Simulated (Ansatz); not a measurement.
# BH3SSi: search for lower mean-field states

The task is a search for lower mean-field states, for BH3SSi. SMILES: B1[SiH2]S1.

Program: Ansatz 0.2.0 through its Python package. Level of theory: Hartree-Fock/def2-SVP. These are calculated values, not measurements.

### Step 1. The structure

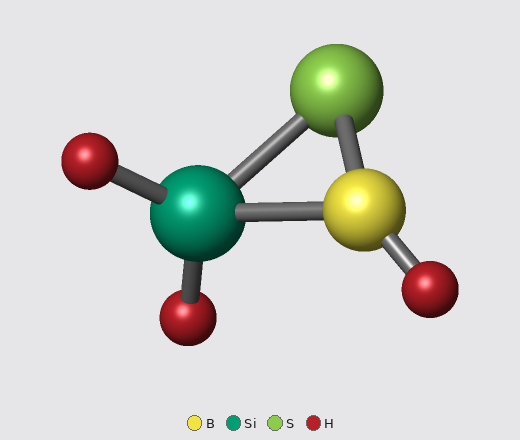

The structure that the script starts from, seen from a chosen angle (boron yellow, silicon teal, sulfur green, hydrogen red).

The script holds or builds the structure itself.

### Step 2. The code

The input, states.py:

```python
"""Restricted and unrestricted solutions of BH3SSi, stretched and not."""

import ansatz as az
from ase import Atoms
import numpy as np

atoms = Atoms(["B", "Si", "S", "H", "H", "H"], positions=[
    [-0.8121, -0.9086, -0.1365],
    [0.4305, 0.6222, 0.1994],
    [0.9501, -1.2887, 0.3625],
    [-1.6596, -1.0858, -0.9124],
    [0.921, 1.2728, -1.0414],
    [0.2122, 1.324, 1.4821],
])
molecule = az.Crystal.molecule_from_ase(atoms)
symbols = [site.symbol for site in molecule.cartesian_sites]

start = np.array([site.position_ang for site in molecule.cartesian_sites])
for factor in [1.0, 1.25, 1.6]:
    xyz = (start - start.mean(axis=0)) * factor
    scaled = az.Crystal.molecule()
    for symbol, place in zip(symbols, xyz):
        scaled = scaled.atom(symbol, place.tolist())
    base = (
        scaled.calculation()
        .basis(gaussian="def2-SVP")
        .functional("HF")
        .spin("collinear")
    )
    for search in ("off", "standard"):
        try:
            rep = base.scf(lower_state_search=search).run().report
        except az.AnsatzError as error:
            print(f"x{factor} search {search}: {type(error).__name__}")
            continue
        state = rep["mean_field"]["state"]
        print(f"all distances x{factor}, search {search:8s} E = {rep['free_energy_ev']:.5f} eV  <S^2> = {abs(state['spin_squared']):.3f}  other states met: {len(rep['mean_field']['others'])}")
```

### Step 3. The calls as engine input

The package turns the script's settings into the engine's input (first run):

```yaml
crystal:
  periodic: [false, false, false]
  atoms:
    - { symbol: B, position_ang: [-0.8191166666666667, -0.8979166666666667, -0.12878333333333333] }
    - { symbol: Si, position_ang: [0.4234833333333333, 0.6328833333333332, 0.20711666666666667] }
    - { symbol: S, position_ang: [0.9430833333333333, -1.2780166666666666, 0.37021666666666664] }
    - { symbol: H, position_ang: [-1.6666166666666666, -1.0751166666666667, -0.9046833333333333] }
    - { symbol: H, position_ang: [0.9139833333333334, 1.2834833333333333, -1.0336833333333335] }
    - { symbol: H, position_ang: [0.20518333333333333, 1.3346833333333334, 1.4898166666666666] }
basis:
  gaussian:
    orbitals: def2-SVP
hamiltonian:
  xc: hf
magnetization:
  spin_polarized: true
scf:
  lower_state_search: "off"
```

### Step 4. Launch

Command:

```sh
$ python states.py
```

The log of the run:

```text
all distances x1.0, search off      E = -19391.24299 eV  <S^2> = 0.000  other states met: 0
all distances x1.0, search standard E = -19391.24299 eV  <S^2> = 0.000  other states met: 0
all distances x1.25, search off      E = -19385.91161 eV  <S^2> = 0.000  other states met: 0
all distances x1.25, search standard E = -19385.98752 eV  <S^2> = 0.436  other states met: 5
all distances x1.6, search off      E = -19376.40407 eV  <S^2> = 0.000  other states met: 0
all distances x1.6, search standard E = -19379.47333 eV  <S^2> = 2.894  other states met: 17
```

Wall time 28 s (1 thread of Arm Neoverse V1, shared host); peak memory 0.22 GiB.

### Step 5. Inputs of later runs

The engine's inputs for some of the other runs:

Run 2, against run 1:

```diff
@@ -18 +18 @@
-  lower_state_search: "off"
+  lower_state_search: standard
```

Run 4, against run 1:

```diff
@@ -4,6 +4,6 @@
-    - { symbol: B, position_ang: [-0.8191166666666667, -0.8979166666666667, -0.12878333333333333] }
-    - { symbol: Si, position_ang: [0.4234833333333333, 0.6328833333333332, 0.20711666666666667] }
-    - { symbol: S, position_ang: [0.9430833333333333, -1.2780166666666666, 0.37021666666666664] }
-    - { symbol: H, position_ang: [-1.6666166666666666, -1.0751166666666667, -0.9046833333333333] }
-    - { symbol: H, position_ang: [0.9139833333333334, 1.2834833333333333, -1.0336833333333335] }
-    - { symbol: H, position_ang: [0.20518333333333333, 1.3346833333333334, 1.4898166666666666] }
+    - { symbol: B, position_ang: [-1.0238958333333334, -1.1223958333333335, -0.16097916666666667] }
+    - { symbol: Si, position_ang: [0.5293541666666667, 0.7911041666666665, 0.2588958333333333] }
+    - { symbol: S, position_ang: [1.1788541666666665, -1.5975208333333333, 0.4627708333333333] }
+    - { symbol: H, position_ang: [-2.083270833333333, -1.3438958333333333, -1.1308541666666665] }
+    - { symbol: H, position_ang: [1.1424791666666667, 1.6043541666666665, -1.2921041666666668] }
+    - { symbol: H, position_ang: [0.25647916666666665, 1.6683541666666668, 1.862270833333333] }
@@ -18 +18 @@
-  lower_state_search: "off"
+  lower_state_search: standard
```

Run 5, against run 1:

```diff
@@ -4,6 +4,6 @@
-    - { symbol: B, position_ang: [-0.8191166666666667, -0.8979166666666667, -0.12878333333333333] }
-    - { symbol: Si, position_ang: [0.4234833333333333, 0.6328833333333332, 0.20711666666666667] }
-    - { symbol: S, position_ang: [0.9430833333333333, -1.2780166666666666, 0.37021666666666664] }
-    - { symbol: H, position_ang: [-1.6666166666666666, -1.0751166666666667, -0.9046833333333333] }
-    - { symbol: H, position_ang: [0.9139833333333334, 1.2834833333333333, -1.0336833333333335] }
-    - { symbol: H, position_ang: [0.20518333333333333, 1.3346833333333334, 1.4898166666666666] }
+    - { symbol: B, position_ang: [-1.3105866666666668, -1.4366666666666668, -0.20605333333333334] }
+    - { symbol: Si, position_ang: [0.6775733333333334, 1.0126133333333331, 0.3313866666666667] }
+    - { symbol: S, position_ang: [1.5089333333333332, -2.044826666666667, 0.5923466666666667] }
+    - { symbol: H, position_ang: [-2.666586666666667, -1.7201866666666668, -1.4474933333333333] }
+    - { symbol: H, position_ang: [1.4623733333333335, 2.0535733333333335, -1.6538933333333337] }
+    - { symbol: H, position_ang: [0.3282933333333333, 2.1354933333333337, 2.3837066666666664] }
```

Lines on the test bed's own set-up are left out of the output.

### Step 6. The engine's runs

The 6 runs, in the order started:

```
run    search  energy from run 2 (eV)  <S²>  SCF cycles  CPU time (s)
  1       off                  0.0000  0.00          10          0.39
  2  standard                  0.0000  0.00          31          0.93
  3       off                  5.3314  0.00          16          0.46
  4  standard                  5.2555  0.44         215           3.9
  5       off                 14.8389  0.00          26          0.64
  6  standard                 11.7697  2.89        1229            21
```

### Step 7. Summary of results

| quantity | value |
| --- | --- |
| lower state found by the search | 0.076 eV lower at distances × 1.25; 3.069 eV lower at distances × 1.6 |
| runs compared | 6 |

In words: Where bonds are stretched, a single start can end above the lowest mean-field state, which breaks spin symmetry. In CPU time, run 6 cost about 50 times as much as run 1. Reading the output:
- The count of other states can hold repeated and symmetry-equivalent ends of the search; scaling all distances is a test, and for more than two atoms no physical path.
- The geometry comes from a force field and isn't relaxed at this level.
